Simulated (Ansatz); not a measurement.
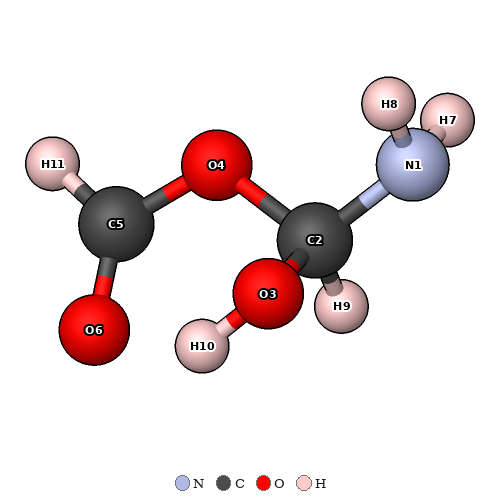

The system is C2H5NO3, SMILES NC(O)OC=O; the picture shows the reference structure. Coordinates scanned: (1) dihedral N1–C2–O4–C5; (2) dihedral H7–N1–C2–O3. Nothing is relaxed (all other coordinates rigid). The grid has 9 × 9 points. Points are written as (first, second). Energies: kJ/mol, counted from the relaxed molecule at the same level. Energies and slopes of some neighbouring points disagree (a jump in structure or state, or too coarse a mesh). The calculation used Ansatz, RKS PBE0-D4/def2-SVP.

Its coordinates:

```tsv
atom	x (Å)	y (Å)	z (Å)
N	0.1363	-1.7948	0.5042
C	0.0285	-0.4062	0.5195
O	1.2099	0.1506	0.8848
O	-0.3476	0.0777	-0.8574
C	-0.4352	1.3806	-1.0054
O	-0.1667	2.2037	-0.1616
H	-0.7174	-2.2452	0.1929
H	0.9230	-2.0958	-0.0660
H	-0.8285	-0.0824	1.1396
H	1.0574	1.1116	0.8933
H	-0.7942	1.6430	-2.0232
```

Range: dihedral N1–C2–O4–C5 from −180 to 140°; dihedral H7–N1–C2–O3 from −180 to 140°.

Q: What will the energy surface look like?

A: The lowest grid point is at (−180°, −180°), 0.26 kJ/mol from the relaxed molecule at the same level. Other grid points that lie below all their neighbours: (−180°, −20°) (9 kJ/mol higher); (60°, −180°) (21 kJ/mol higher); (−60°, −180°) (33 kJ/mol higher). The highest grid point, (−20°, −100°), lies 136 kJ/mol above the lowest. At the lowest point O6···H10 is 2.00 Å, a hydrogen-bond distance.

```tsv
dihedral H7–N1–C2–O3 ↓, dihedral N1–C2–O4–C5 →	−180	−140	−100	−60	−20	20	60	100	140
140	16	80	99	55	129	114	39	36	33
100	32	93	110	76	134	136	56	52	50
60	28	88	104	73	127	100	38	48	47
20	17	79	97	59	129	99	32	39	38
−20	10	72	89	40	104	113	37	32	29
−60	14	77	92	40	99	111	46	34	31
−100	24	86	103	61	136	118	56	46	42
−140	12	74	92	50	121	116	43	41	33
−180	0	64	83	34	102	93	22	26	20
```

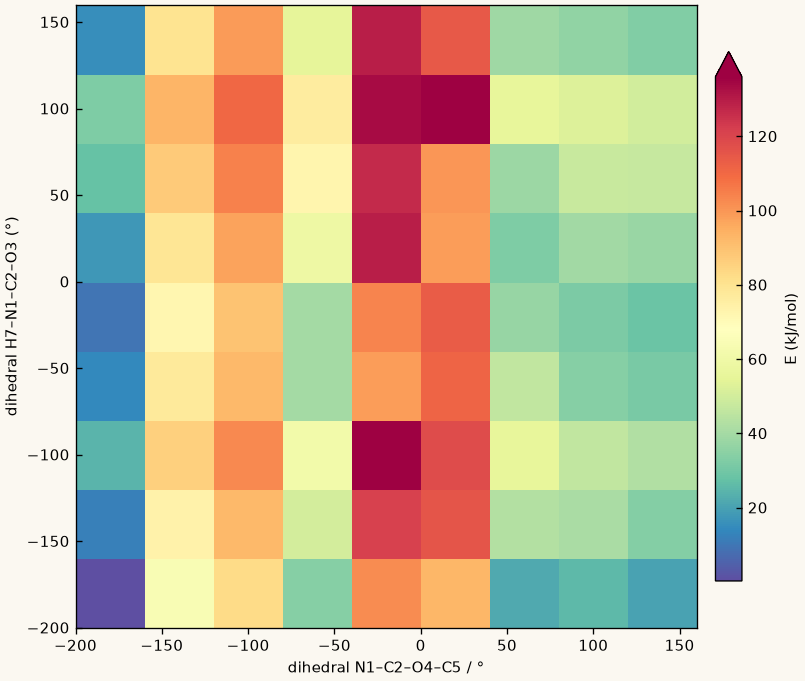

Drawn: one coloured cell a grid point, one colour for all values above the top of the scale.

Each point was launched as `ansatz run input.yaml --threads 1 --pin off --max-ram 2560MiB --backend cpu --events-out ev --progress --plain --runs-dir out`. Time for the 81 points that were run: 8.4 min on 1 thread of Arm Neoverse V2, with other jobs on the host.
